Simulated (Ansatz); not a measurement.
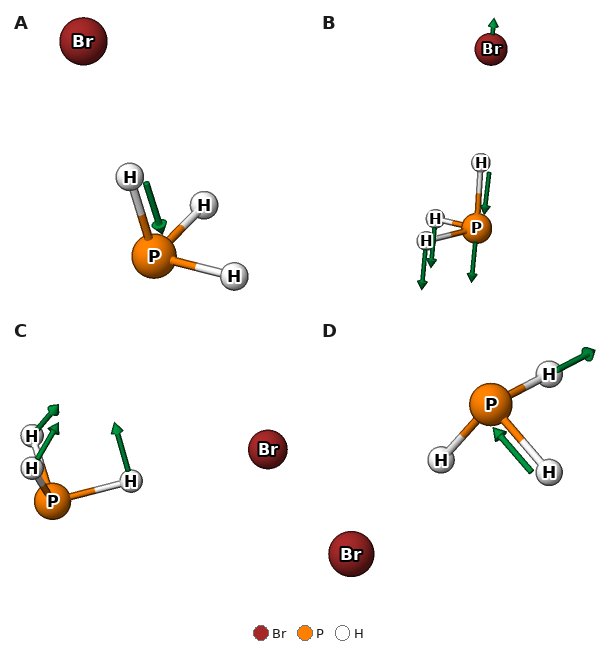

4 normal modes of one molecule or complex, as arrows. State: charge −1, singlet. Harmonic vibrations computed with RKS PBE0-D4/def2-TZVP (Ansatz 0.2.0) at a stationary point of the same level.

Match the panels to the wavenumbers 91 cm⁻¹, 1006 cm⁻¹, 2162 cm⁻¹, 2401 cm⁻¹.

Answer. A: 2162 cm⁻¹, P–H stretching
B: 91 cm⁻¹
C: 1006 cm⁻¹, H–P–H bending
D: 2401 cm⁻¹, out-of-phase stretching of 2 P–H bonds
